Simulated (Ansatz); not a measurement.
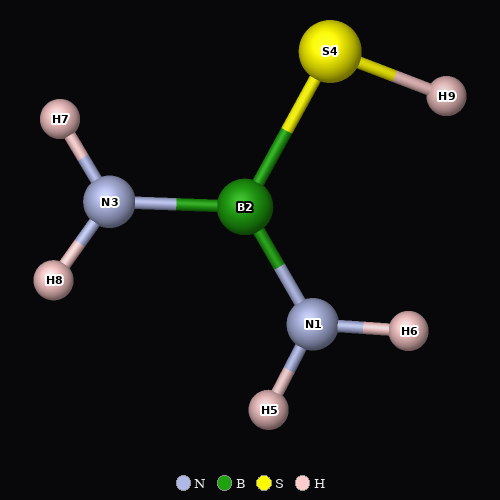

The system is BH₅N₂S, SMILES NB(N)S; the picture shows the reference structure. The first coordinate is: dihedral H5–N1–B2–N3; the second: dihedral N1–B2–N3–H7. Nothing is relaxed (all other coordinates rigid). The scan uses an 8 × 8 grid. Points are written as (first, second). Energies: kJ/mol, counted from the relaxed molecule at the same level. Energies and slopes of some neighbouring points disagree (a jump in structure or state, or too coarse a mesh). Theory: RKS r2SCAN-D4/def2-TZVP in Ansatz.

Its coordinates:

```yaml
atoms:
  - { symbol: N, position_ang: [0.0392, 1.0562, -0.6394] }
  - { symbol: B, position_ang: [-0.0313, -0.1199, 0.1424] }
  - { symbol: N, position_ang: [0.8010, -1.2364, -0.0997] }
  - { symbol: S, position_ang: [-1.2158, -0.2669, 1.5528] }
  - { symbol: H, position_ang: [0.6579, 1.1505, -1.4270] }
  - { symbol: H, position_ang: [-0.4551, 1.8996, -0.4139] }
  - { symbol: H, position_ang: [0.7025, -2.1069, 0.3906] }
  - { symbol: H, position_ang: [1.5456, -1.2336, -0.7749] }
  - { symbol: H, position_ang: [-1.9554, 0.8112, 1.2519] }
```

Range: dihedral H5–N1–B2–N3 from −180 to 135°; dihedral N1–B2–N3–H7 from −180 to 135°.

What will the energy surface look like?

Answer. The lowest grid point is at (0°, −180°), 0.46 kJ/mol from the relaxed molecule at the same level. The same energy is found at (0°, 0°). Other grid points that lie below all their neighbours: (−180°, −180°) (0.14 kJ/mol higher); (−180°, 0°) (0.16 kJ/mol higher). The highest grid point, (90°, 90°), lies 169 kJ/mol above the lowest.

| dihedral N1–B2–N3–H7 ↓, dihedral H5–N1–B2–N3 → | −180 | −135 | −90 | −45 | 0 | 45 | 90 | 135 |
| --- | --- | --- | --- | --- | --- | --- | --- | --- |
| 135 | 32 | 80 | 109 | 55 | 32 | 80 | 110 | 55 |
| 90 | 59 | 110 | 170 | 105 | 59 | 110 | 170 | 106 |
| 45 | 23 | 50 | 104 | 70 | 23 | 50 | 104 | 70 |
| 0 | 1 | 27 | 57 | 26 | 0 | 27 | 57 | 26 |
| −45 | 32 | 80 | 109 | 55 | 32 | 80 | 110 | 55 |
| −90 | 59 | 110 | 170 | 105 | 59 | 110 | 170 | 106 |
| −135 | 23 | 50 | 104 | 70 | 23 | 50 | 104 | 70 |
| −180 | 1 | 27 | 57 | 26 | 0 | 27 | 57 | 26 |

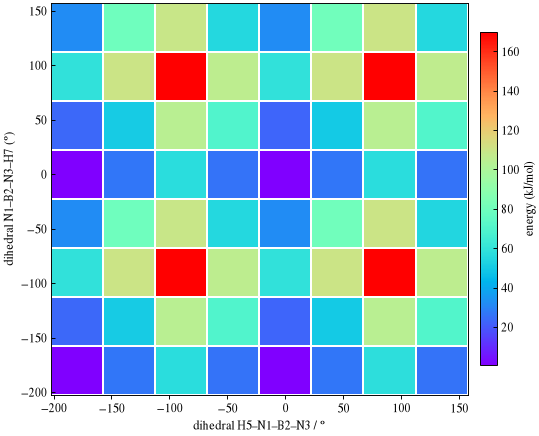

In the figure: one coloured cell a grid point.

Each point was launched as `ansatz run input.yaml --threads 1 --pin off --max-ram 2560MiB --backend cpu --events-out ev --progress --plain --runs-dir out`. Time for the 64 points that were run: 11 min on 1 thread of Arm Neoverse V1, with other jobs on the host.
